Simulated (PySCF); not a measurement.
System: H3 (cation, charge +1), singlet: map of symmetric stretch and bend. Scanned: H-H bond length and H-H-H angle.

Cartesian coordinates as functions of the variables (Å; names that start with a are angles):
```
H  0  0  0
H  r*sin(a/2)  0  r*cos(a/2)
H  -r*sin(a/2)  0  r*cos(a/2)
```

Method: MP2 on RHF/cc-pVTZ in PySCF.

Energy in kJ/mol above the lowest grid point; x is the H-H bond length (Å), y the H-H-H angle (°).

```
y \ x   0.74   0.78   0.83   0.87   0.91   0.96      1   1.04   1.09   1.13   1.17
-----  -----  -----  -----  -----  -----  -----  -----  -----  -----  -----  -----
180    181.3  172.0  171.2  177.3  187.8  205.7  222.9  241.8  267.4  288.8  310.9
170    179.7  170.4  169.7  175.9  186.5  204.4  221.6  240.7  266.3  287.8  309.9
160    174.8  165.7  165.2  171.5  182.3  200.5  217.9  237.1  263.0  284.7  307.0
150    166.7  157.7  157.6  164.2  175.2  193.8  211.5  231.0  257.3  279.3  301.9
140    155.2  146.5  146.8  153.7  165.1  184.2  202.3  222.2  249.0  271.5  294.5
130    140.5  132.0  132.6  139.9  151.8  171.4  190.0  210.4  237.9  260.8  284.3
120    122.6  114.2  115.1  122.7  135.0  155.2  174.3  195.3  223.5  247.0  271.1
110    101.9   93.4   94.3  102.2  114.8  135.5  155.1  176.6  205.4  229.6  254.3
100     79.3   70.1   70.7   78.5   91.2  112.2  132.1  154.0  183.5  208.1  233.4
90      56.5   45.9   45.2   52.4   64.7   85.5  105.5  127.6  157.4  182.4  208.1
80      36.8   23.4   20.1   25.6   36.7   56.5   75.8   97.6  127.2  152.2  178.0
70      26.8    8.4    0.0    2.3   10.6   27.7   45.4   65.7   94.0  118.3  143.6
```

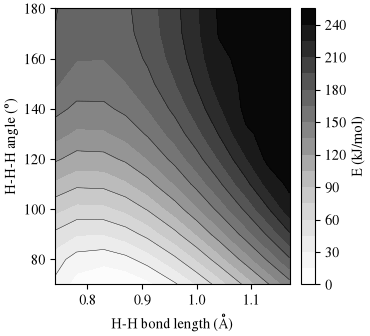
Fig. 1. Energy surface, cut off at 244 kJ/mol.

Points that lie below all their neighbours on the grid: x = 0.83, y = 70 on the edge of the grid (0.0 kJ/mol).
